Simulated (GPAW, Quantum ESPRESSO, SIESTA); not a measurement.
**Rocksalt HfN from compression to expansion (PBE)**

Aim: the equation of state of rocksalt HfN at PBE, from a volume scan solved by several programs.

Values are calculated unless marked as measured.

## (1) Set-up

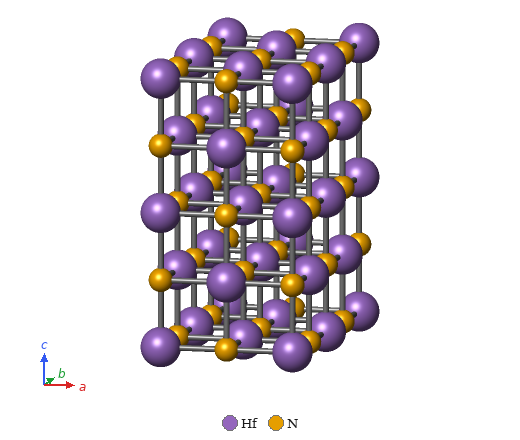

The structure nearest the reference's minimum (hafnium purple, nitrogen orange). 1×2×2 conventional cells are drawn. Some periodic images of atoms are drawn too.

The cell holds 2 atoms (1 Hf and 1 N). It starts from typed lattice constants, and its volume is changed by -8 to +8 %. Symmetry fixes shape and atoms, so all levels solve the scaled cells as they are.

## (2) One input

Quantum ESPRESSO 7.5: Kohn-Sham DFT, PBE, GBRV 1.5 ultrasoft pseudopotentials, plane waves. Its pw.in for the cell at +0 %:

```
&control
  calculation = 'scf'
  pseudo_dir = './pseudo'
  outdir = './tmp'
  disk_io = 'none'
  tprnfor = .true.
  tstress = .true.
/
&system
  ibrav = 0
  nat = 2
  ntyp = 2
  ecutwfc = 50
  ecutrho = 300
  occupations = 'smearing'
  smearing = 'fd'
  degauss = 0.007350
/
&electrons
  conv_thr = 1.0e-08
  electron_maxstep = 100
  mixing_beta = 0.3
  mixing_mode = 'plain'
  diagonalization = 'david'
/
ATOMIC_SPECIES
Hf 178.490 Hf.upf
N 14.007 N.upf
CELL_PARAMETERS angstrom
0.00000 2.27000 2.27000
2.27000 0.00000 2.27000
2.27000 2.27000 0.00000
ATOMIC_POSITIONS crystal
Hf 0.00000 0.00000 0.00000
N 0.50000 0.50000 0.50000
K_POINTS automatic
12 12 12 0 0 0
```

Elapsed: 9.5 s, on 2 MPI ranks of Arm Neoverse V2, shared host; peak memory 0.2 GiB; 19 s of CPU time.

## (3) Programs and settings

| level | basis or training data | k-meshes | runs with an energy | CPU time | peak memory (GiB) |
| --- | --- | --- | --- | --- | --- |
| QE, PBE (reference) | plane waves, GBRV 1.5 ultrasoft, 50/300 Ry | 12×12×12 | 9 of 9 | 2.8 min | 0.22 |
| GPAW plane waves, PBE | plane waves, PAW, 900 eV | 12×12×12 | 9 of 9 | 4.5 min | 0.41 |
| SIESTA DZP, PBE | DZP orbitals, shift 0.01 Ry, mesh 400 Ry | 12×12×12 | 9 of 9 | 9.2 min | 0.39 |

CPU times are sums over those runs, relaxations that stopped short among them, on a shared host, and rough.

## (4) Energy and pressure

Energy over each level's lowest row (meV an atom), then pressure (GPa):

```
volume change (%)  volume (Å³/atom)  E, QE, PBE  E, GPAW plane waves, PBE  E, SIESTA DZP, PBE  P, QE, PBE  P, GPAW plane waves, PBE  P, SIESTA DZP, PBE
               -8            10.761       76.90                     86.10               95.29       27.36                     29.44               31.18
               -6            10.995       42.38                     48.92               55.92       19.51                     21.36               23.22
               -4            11.229       18.75                     22.90               27.34       12.45                     14.11               16.09
               -2            11.463        5.00                      6.94                8.95        6.09                      7.59                9.03
               +0            11.697        0.00                      0.00                0.27        0.39                      1.73                2.88
               +2            11.931        2.83                      1.19                0.00       -4.73                     -3.53               -2.43
               +4            12.165       12.86                      9.68                7.17       -9.34                     -8.26               -7.29
               +6            12.399       29.16                     24.70               21.03      -13.48                    -12.51              -11.77
               +8            12.633       51.21                     45.62               41.05      -17.19                    -16.33              -15.47
```

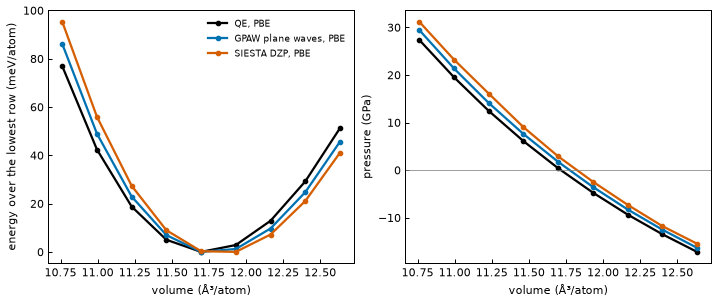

Energy and pressure against volume.

## (5) Fits

Third-order Birch–Murnaghan fits: the energy is a cubic in V^(−2/3), fitted to the energies of the rows that share one k-mesh, or through its derivative to the printed pressures. A tick marks the fit quoted below: that to energies where it misses by under 0.12 meV an atom, else that to pressures.

| level | fitted to | V0 (Å³/atom) | a (Å) | B0 (GPa) | B′ | r.m.s. miss |
| --- | --- | --- | --- | --- | --- | --- |
| QE, PBE | energies, 9 rows ✓ | 11.724 | 4.544 | 267.1 | 4.42 | 0.02 meV/atom |
| QE, PBE | pressures, 9 rows | 11.714 | 4.542 | 268.3 | 4.34 | 0.01 GPa |
| GPAW plane waves, PBE | energies, 9 rows ✓ | 11.777 | 4.550 | 269.4 | 4.36 | 0.01 meV/atom |
| GPAW plane waves, PBE | pressures, 9 rows | 11.771 | 4.550 | 269.8 | 4.36 | 0.00 GPa |
| SIESTA DZP, PBE | energies, 9 rows | 11.826 | 4.557 | 273.7 | 4.15 | 0.14 meV/atom |
| SIESTA DZP, PBE | pressures, 9 rows ✓ | 11.826 | 4.557 | 272.4 | 4.20 | 0.16 GPa |

## (6) What came out

From its energies, the reference gives V0 = 11.724 Å³ an atom (a = 4.544 Å), B0 = 267 GPa and B′ = 4.4. GPAW plane waves, PBE (energies) lies +0.45 % from it in volume and +0.8 % in bulk modulus. SIESTA DZP, PBE (pressures) lies +0.87 % from it in volume and +2.0 % in bulk modulus. The energies of SIESTA DZP, PBE scatter about their fit by 0.14 meV an atom even on one mesh, so the pressures are quoted there. Where both fits stand, they agree on V0 within 0.3 %.

Caveats: The nuclei are static, without zero-point or thermal motion. Spin–orbit coupling is left out. SIESTA's automatically made basis is far from complete, and its potentials were converted by us (checked for H, C, O, Si, Ge and Ca alone). The DFT runs use Fermi–Dirac occupations of width 0.1 eV, and energies are free energies.

[Logs are printed without paths, hosts, clocks, repeated set-up lines and the standing remarks that a program may print on its own settings, such as how far it seeks lower states.]

[Hosts, paths, dates, database ids (printed as entryN), source tags and the programs' standing remarks are cut or masked in the printed files.]
